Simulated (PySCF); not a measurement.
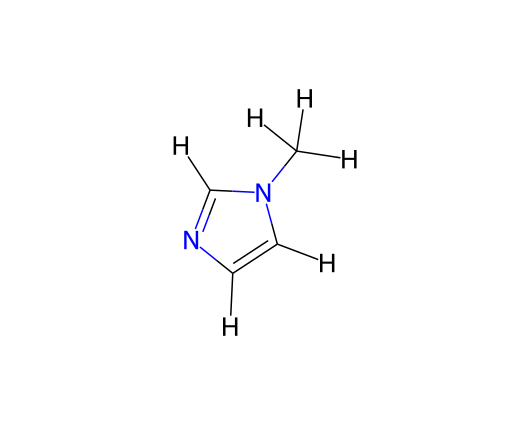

**Give its SMILES.**

Cn1ccnc1

**Give the formula, hydrogens included.**

C4H6N2.

**An optimisation with PBE0-D3(BJ)/def2-SVP gave a structure of which point group?**

Cs.

The parts below concern this one geometry. Atoms keep their numbers from picture to picture. The geometry was computed by an optimisation with PBE0-D3(BJ)/def2-SVP. No frequency run is at hand to confirm it as a minimum.

### Geometry

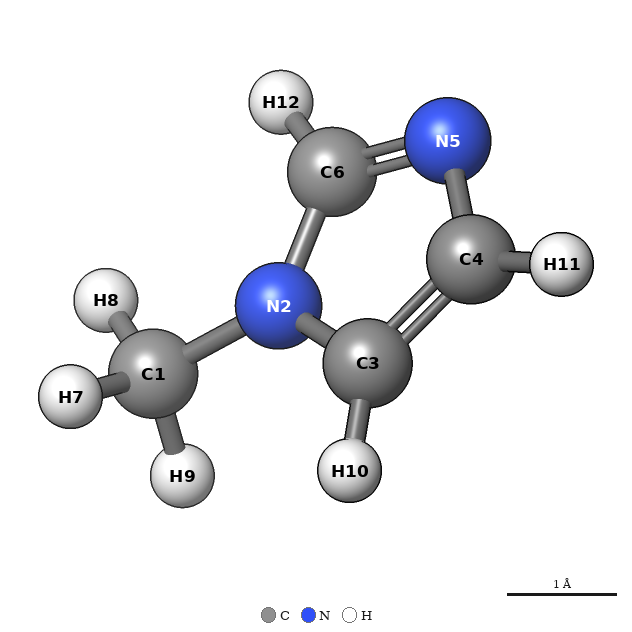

No frequency run is at hand to confirm it as a minimum.

Which atoms are bonded, and how long are the bonds?

```json
{"bond": "C1–N2", "length (Å)": "1.439", "order": "single"}
{"bond": "C1–H7", "length (Å)": "1.101", "order": "single"}
{"bond": "C1–H8", "length (Å)": "1.098", "order": "single"}
{"bond": "C1–H9", "length (Å)": "1.101", "order": "single"}
{"bond": "N2–C3", "length (Å)": "1.373", "order": "aromatic"}
{"bond": "N2–C6", "length (Å)": "1.362", "order": "aromatic"}
{"bond": "C3–C4", "length (Å)": "1.375", "order": "aromatic"}
{"bond": "C3–H10", "length (Å)": "1.088", "order": "single"}
{"bond": "C4–N5", "length (Å)": "1.365", "order": "aromatic"}
{"bond": "C4–H11", "length (Å)": "1.090", "order": "single"}
{"bond": "N5–C6", "length (Å)": "1.309", "order": "aromatic"}
{"bond": "C6–H12", "length (Å)": "1.091", "order": "single"}
```

### Ring current

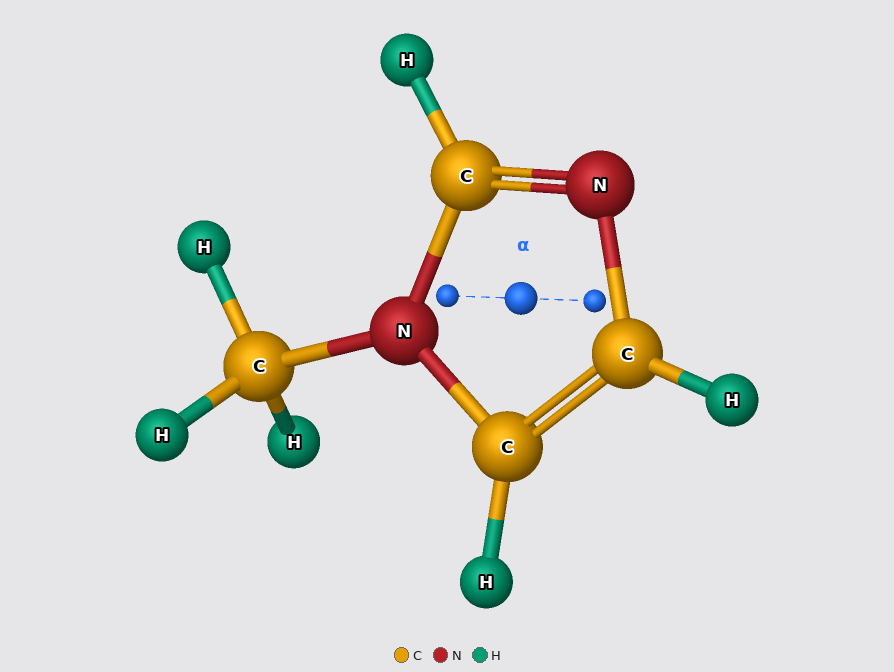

The small points mark where nucleus-independent chemical shifts (NICS) were computed: at the centre of each lettered ring and 1 Å above and below it. No frequency run is at hand to confirm it as a minimum. Level of theory: GIAO PBE0/cc-pVTZ NMR shielding, non-relativistic, gas phase (PySCF 2.14.0).

Give NICS(0), NICS(1) and the out-of-plane component NICS(1)zz for each ring (means of the two sides).

| ring | members | NICS(0) | NICS(1) | NICS(1)zz |
| --- | --- | --- | --- | --- |
| α | C3N2 | −12.7 | −10.4 | −30.9 |

Values in ppm.

**What do the values say about the ring currents?**

Ring α: diatropic, as in an aromatic ring. NICS is one index among several.

### Quadrupole coupling

No frequency run is at hand to confirm it as a minimum. Electric field gradients from the ground-state density, PBE0/pcSseg-0 (PySCF 2.14.0), non-relativistic apart from any core potentials.

Give the largest field-gradient component, the quadrupole coupling constant and the asymmetry for 14N at N2 (Q = 20.44 mb), 14N at N5 (Q = 20.44 mb).

```
atom  V_zz (a.u.)  e²qQ/h (MHz)     η
  N2       −0.713         −3.43  0.34
  N5       −0.996         −4.78  0.05
```

### Electronic properties

No frequency run is at hand to confirm it as a minimum. Level of theory: PBE0/IGLO-III, gas phase (PySCF 2.14.0).

**Estimate the HOMO energy (Kohn–Sham orbital).**

−6.57 eV.

**Estimate the LUMO energy (Kohn–Sham orbital).**

0.42 eV.

**What is the dipole moment?**

4.12 D.

### Charges

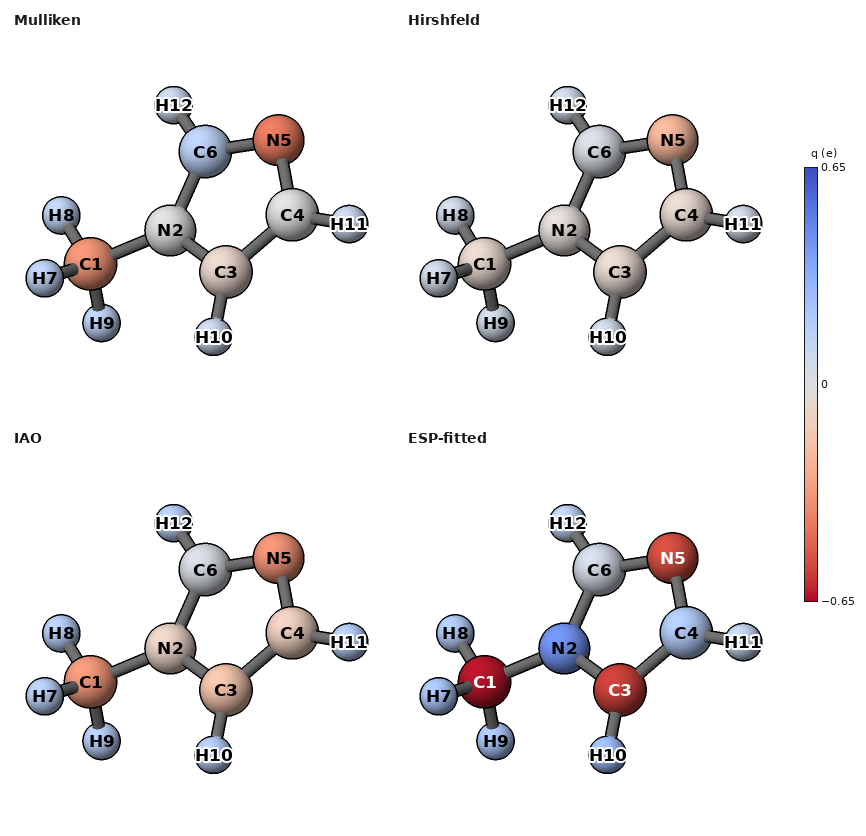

Atomic charges of one calculation by 4 schemes, on one colour scale. No frequency run is at hand to confirm it as a minimum. Computed with PBE0/IGLO-III (PySCF 2.14.0).

**Which scheme gives the most polar picture (largest mean size of the charges)?**

The ESP-fitted charges are the largest in size here, and the Hirshfeld charges the smallest.

**On which atom do the schemes disagree most?**

On C1 (from −0.63 to −0.05 e).

List the charges (e), one line for each set of equivalent atoms.

| atom | Mulliken | Hirshfeld | IAO | ESP-fitted |
| --- | --- | --- | --- | --- |
| C1 | −0.34 | −0.05 | −0.32 | −0.63 |
| N2 | 0.00 | −0.02 | −0.08 | 0.42 |
| C3 | −0.06 | −0.05 | −0.16 | −0.56 |
| C4 | 0.01 | −0.05 | −0.10 | 0.18 |
| N5 | −0.41 | −0.22 | −0.34 | −0.52 |
| C6 | 0.14 | 0.03 | 0.02 | 0.05 |
| H7, H9 | 0.14 | 0.06 | 0.16 | 0.20 |
| H8 | 0.13 | 0.06 | 0.16 | 0.18 |
| H10 | 0.08 | 0.06 | 0.16 | 0.25 |
| H11 | 0.08 | 0.05 | 0.16 | 0.11 |
| H12 | 0.08 | 0.06 | 0.16 | 0.13 |

Mulliken values depend strongly on the basis set and can even reverse the polarity of a bond.
